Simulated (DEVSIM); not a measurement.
Structure: abrupt Si n-p junction, at 250 K.

```
layer (left to right)  material  thickness (μm)  Nd (cm⁻³)  Na (cm⁻³)  τn (s)  τp (s)
---------------------  --------  --------------  ---------  ---------  ------  ------
1                            Si            13.0     5.1e16          -  2.2e-6  2.2e-6
2                            Si           0.400          -     4.1e16  2.2e-6  2.2e-6
```

Left contact: ohmic. Right contact: ohmic. Voltage is applied to the left contact. Recombination: SRH at mid-gap, Auger. Mobility is constant in doping.

The device is made up for the run: typed textbook-type constants, with dimensions and the other settings drawn at random. Values at 300 K; Nc and Nv go as T^1.5, mobilities as T to minus their exponent, the gap by Varshni's rule with the affinity fixed.

```csv
parameter,Si
gap (eV),1.124
affinity (eV),4.05
permittivity,11.7
Nc (cm⁻³),2.86e19
Nv (cm⁻³),3.1e19
μn (cm²/Vs),1417
μp (cm²/Vs),470
T exponent of μn,2.3
T exponent of μp,2.2
Cn (cm⁶/s),2.8e-31
Cp (cm⁶/s),9.9e-32
Varshni α (eV/K),0.000473
Varshni β (K),636
```

Simulated with DEVSIM: 1D drift-diffusion, Boltzmann statistics, complete ionisation; no tunnelling, impact ionisation, image-force lowering or self-heating.

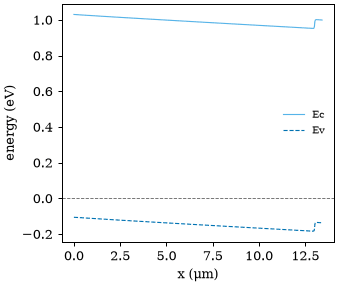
Fig. 1. Band edges at -0.9 V on the left contact

Energies count from the Fermi level of the right contact; mesh points crowd at the junctions.

```csv
x (μm),Ec (eV),Ev (eV),n (cm⁻³),p (cm⁻³),field (V/cm)
0.000,1.030,-0.106,5.1e16,< 1e2,-68
0.02401,1.030,-0.106,5.1e16,3.0e13,-68
0.07193,1.030,-0.106,5.1e16,8.9e13,-68
0.1756,1.029,-0.107,5.1e16,2.1e14,-68
0.4847,1.027,-0.109,5.2e16,5.7e14,-67
0.9917,1.024,-0.112,5.2e16,1.1e15,-65
2.004,1.017,-0.119,5.3e16,1.9e15,-63
5.143,0.998,-0.138,5.4e16,3.4e15,-60
8.853,0.976,-0.160,5.5e16,4.2e15,-59
10.94,0.964,-0.172,5.5e16,4.4e15,-58
12.02,0.958,-0.179,5.5e16,4.5e15,-58
12.63,0.954,-0.182,5.5e16,4.5e15,-58
12.83,0.953,-0.183,5.6e16,4.5e15,-58
12.93,0.953,-0.184,5.5e16,4.6e15,82
12.98,0.962,-0.174,3.4e16,7.3e15,6300
13.01,0.983,-0.153,1.3e16,1.9e16,10000
13.03,0.998,-0.138,6.1e15,3.8e16,2300
13.09,1.002,-0.135,4.4e15,4.5e16,22
13.22,1.001,-0.135,2.5e15,4.4e16,-75
13.32,1.000,-0.136,1.2e15,4.2e16,-80
13.37,0.999,-0.137,4.9e14,4.1e16,-83
13.40,0.999,-0.137,< 1e2,4.1e16,-84
```
